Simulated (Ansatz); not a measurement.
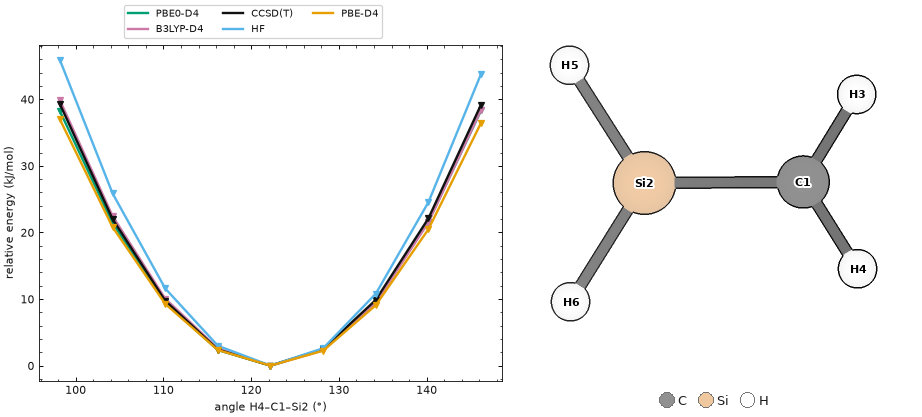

Rigid scan of the bend H4–C1–Si2 in CH₄Si, SMILES C=[SiH2]. The Ansatz code 0.2.0, def2-TZVPP, cores frozen in correlated methods. A bend is scanned from the minimum (PBE0-D4/def2-TZVP); energies less that of the minimum at the same level; the first-named atom and what hangs on it turn in the plane. Straight lines join the computed points.

How far can the coupled-cluster curve be trusted along the scan?

The calculation's T1 diagnostic reaches at most 0.015 (at 134°), under the customary mark of 0.02, so it gives no sign of multireference character.

Give the values at the computed points.

In kJ/mol:
```csv
angle H4–C1–Si2 (°),PBE0-D4,B3LYP-D4,CCSD(T),HF,PBE-D4
98,38.2,39.8,39.3,45.9,37.0
104,21.4,22.5,22.0,25.9,20.8
110,9.5,10.1,9.7,11.6,9.3
116,2.4,2.6,2.4,3.0,2.3
122,0.0,0.0,0.0,0.0,0.0
128,2.4,2.3,2.5,2.6,2.2
134,9.6,9.5,9.9,10.8,9.1
140,21.6,21.5,22.1,24.5,20.5
146,38.3,38.4,39.2,43.8,36.5
```

Known limits of this run: restricted reference unstable towards unrestricted.
